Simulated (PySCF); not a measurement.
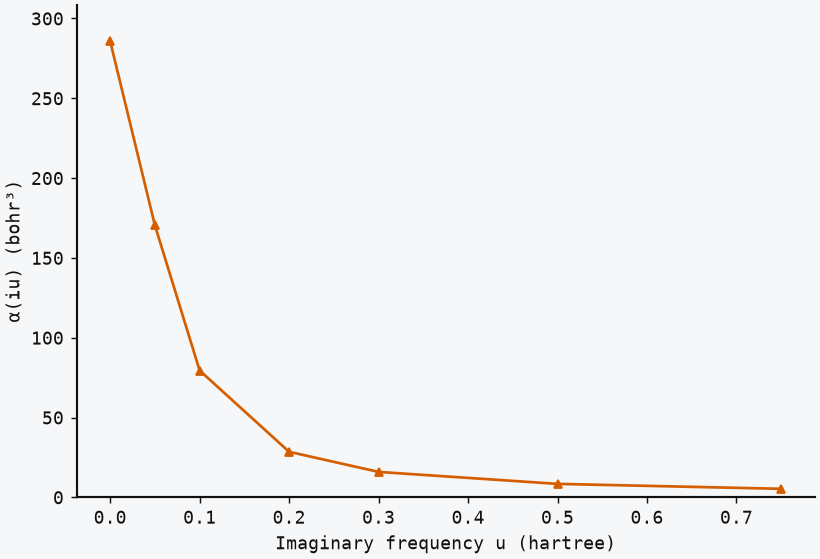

Dipole polarisability at imaginary frequency of neutral potassium ([Ar] 4s). Coupled response at the CAM-B3LYP level; PySCF, x2c-QZVPPall plus 1 diffuse shell for each l, spin-free X2C-1e, unrestricted single determinants, no spin-orbit coupling. The static dipole polarisability is 286 bohr³ (the recommended value is 290); α(iu) falls to half of it near u = 0.062 hartree. The Casimir–Polder integral gives C₆ = 3810 hartree bohr⁶ for two such species.

**Atomic calculation for K**

- system: K, configuration 1s2 2s2 2p6 3s2 3p6 4s1, multiplicity 2.
- method: unrestricted CAM-B3LYP, x2c-QZVPPall plus 1 even-tempered diffuse shell per l, spin-free X2C-1e, Gaussian nucleus (PySCF)

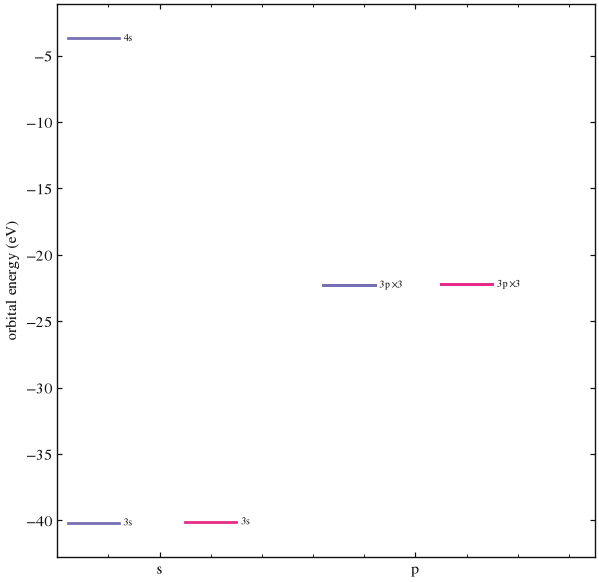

Orbital energies of the mean field, from the top down to −40.2 eV, by angular momentum, α spin at the left of each column and β at the right; ×n counts the orbitals under one label. The highest filled orbital is 4s α at −3.70 eV, the lowest empty one s β at −0.975 eV.

Input and output of the run follow.

## Input
```python
from pyscf import gto, scf, dft, mp, cc
import basis_set_exchange as bse
mol = gto.M(atom="K 0 0 0", charge=0, spin=1, symmetry="D2h",
            basis=gto.basis.parse(bse.get_basis("x2c-QZVPPall", elements=["K"], fmt="nwchem", augment_diffuse=1)),
            nucmod="G")
mf = dft.UKS(mol, xc="CAMB3LYP").sfx2c1e()
mf.irrep_nelec = {'Ag': (4, 3), 'B1u': (2, 2), 'B2u': (2, 2), 'B3u': (2, 2)}
mf.kernel()
```

The script is an equivalent of what the driver set up; the driver started from orbitals of its own, so the log can be shorter than this script's would be, and it computed the properties (radii, ⟨L²⟩, response) afterwards. It held the occupations shell by shell, which the script's counts by irreducible representation don't always enforce.

## Output (extracts)
```
damping factor = 0
level_shift factor = 0
DIIS = <class 'pyscf.scf.diis.CDIIS'>
diis_start_cycle = 1
diis_space = 10
diis_damp = 0
SCF conv_tol = 1e-09
SCF conv_tol_grad = None
number electrons alpha = 10  beta = 9
XC functionals = CAMB3LYP
    T. Yanai, D. P. Tew, and N. C. Handy.,  Chem. Phys. Lett. 393, 51 (2004)
cycle= 1 E= -602.262410253265  delta_E= -0.0076  |g|= 0.0165  |ddm|= 0.244
cycle= 2 E= -602.262576742255  delta_E= -0.000166  |g|= 0.00543  |ddm|= 0.0544
cycle= 3 E= -602.262597300647  delta_E= -2.06e-05  |g|= 0.00117  |ddm|= 0.0196
cycle= 4 E= -602.262603005005  delta_E= -5.7e-06  |g|= 0.000261  |ddm|= 0.014
cycle= 5 E= -602.262603436137  delta_E= -4.31e-07  |g|= 4.28e-05  |ddm|= 0.00554
cycle= 6 E= -602.26260344227  delta_E= -6.13e-09  |g|= 7.01e-06  |ddm|= 0.000948
cycle= 7 E= -602.262603442482  delta_E= -2.12e-10  |g|= 4.56e-07  |ddm|= 0.00023
converged SCF energy = -602.262603442482  <S^2> = 0.75003405  2S+1 = 2.000034
```

## Summary

| quantity | value |
| --- | --- |
| outcome | converged |
| total energy | −602.262603 hartree |
| ⟨S²⟩ | 0.750 |
| static polarisability | 286 bohr³ |
| C₆ of the like pair | 3810 hartree bohr⁶ |
| SCF iterations | 7 |
| hardware | 1 CPU thread, shared host |
| CPU time | 18 s (integrals apart) |
